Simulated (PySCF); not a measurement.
```yaml
atoms:
  - { symbol: C, position_ang: [-2.6234, 0.8262, 0.0403] }
  - { symbol: C, position_ang: [-1.6992, 0.0490, 0.9733] }
  - { symbol: Si, position_ang: [-0.8047, -1.3990, 0.1213] }
  - { symbol: C, position_ang: [0.3675, -0.7124, -1.2294] }
  - { symbol: C, position_ang: [1.3755, 0.2277, -0.6603] }
  - { symbol: Si, position_ang: [2.8815, -0.4323, 0.2782] }
  - { symbol: C, position_ang: [1.2101, 1.5350, -0.7812] }
  - { symbol: F, position_ang: [2.0915, 2.4102, -0.2398] }
  - { symbol: H, position_ang: [-2.0658, 1.2443, -0.7944] }
  - { symbol: H, position_ang: [-3.1072, 1.6464, 0.5684] }
  - { symbol: H, position_ang: [-3.3977, 0.1764, -0.3614] }
  - { symbol: H, position_ang: [-2.2831, -0.3255, 1.8152] }
  - { symbol: H, position_ang: [-0.9605, 0.7353, 1.3922] }
  - { symbol: H, position_ang: [-1.7760, -2.2849, -0.5360] }
  - { symbol: H, position_ang: [-0.0274, -2.1519, 1.1124] }
  - { symbol: H, position_ang: [-0.2235, -0.2133, -2.0002] }
  - { symbol: H, position_ang: [0.8793, -1.5489, -1.7041] }
  - { symbol: H, position_ang: [2.9173, -1.8839, 0.0781] }
  - { symbol: H, position_ang: [2.7364, -0.1180, 1.7009] }
  - { symbol: H, position_ang: [4.0921, 0.1828, -0.2652] }
  - { symbol: H, position_ang: [0.4084, 2.0538, -1.2910] }
```

Geometry: GFN2-xTB.

All numbers below come from PBE0/pcSseg-1, SCF density, gas phase, non-relativistic in PySCF 2.14.0.

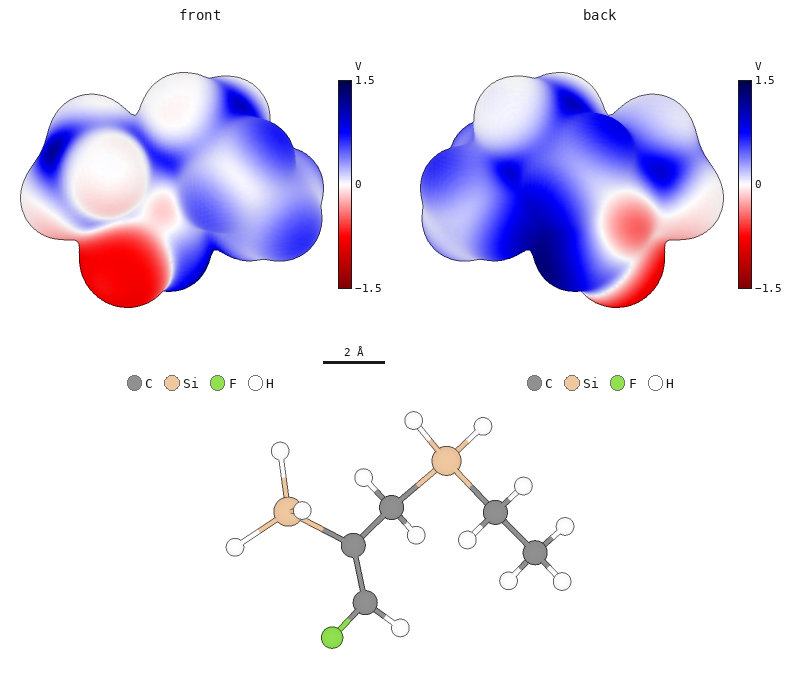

C5H13FSi2. The molecular electrostatic potential painted on the density surface at 0.002 e/bohr³, seen from the front and from behind; the colour scale runs from red (negative) to blue (positive). The bare structure is drawn below in the same view.

### Where is the surface potential most negative and most positive?

The most negative region (about −0.8 V) lies over F8, the most positive (about +1.3 V) over H21.
